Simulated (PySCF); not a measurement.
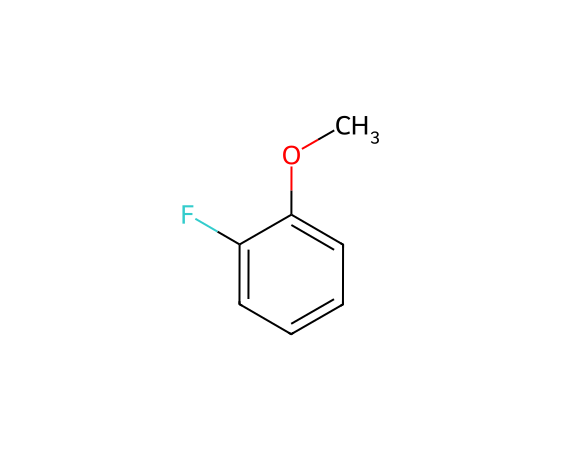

Structural formula above. Computed geometry: PBE0-D3(BJ)/def2-SVP optimisation. No frequency run is at hand to confirm it as a minimum.

Describe the 3D structure.

Formula C7H7FO. SMILES: `COc1ccccc1F`. Independent rings (smallest set): 1 of 6 members, 1 of them aromatic. Among its groups: ether, C–F bond. The point group is Cs. Coordination: 1 C tetrahedral; 1 O bent; 6 C trigonal planar.

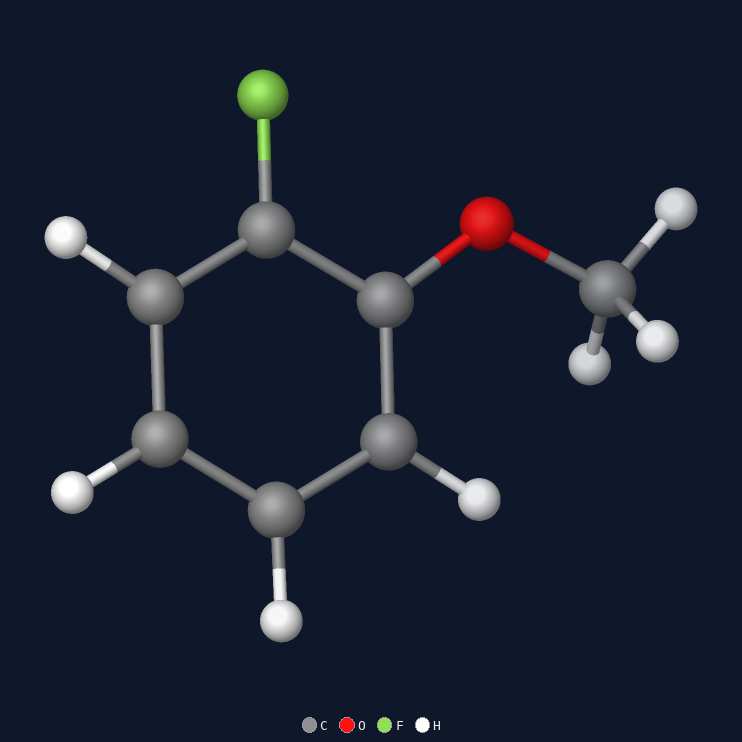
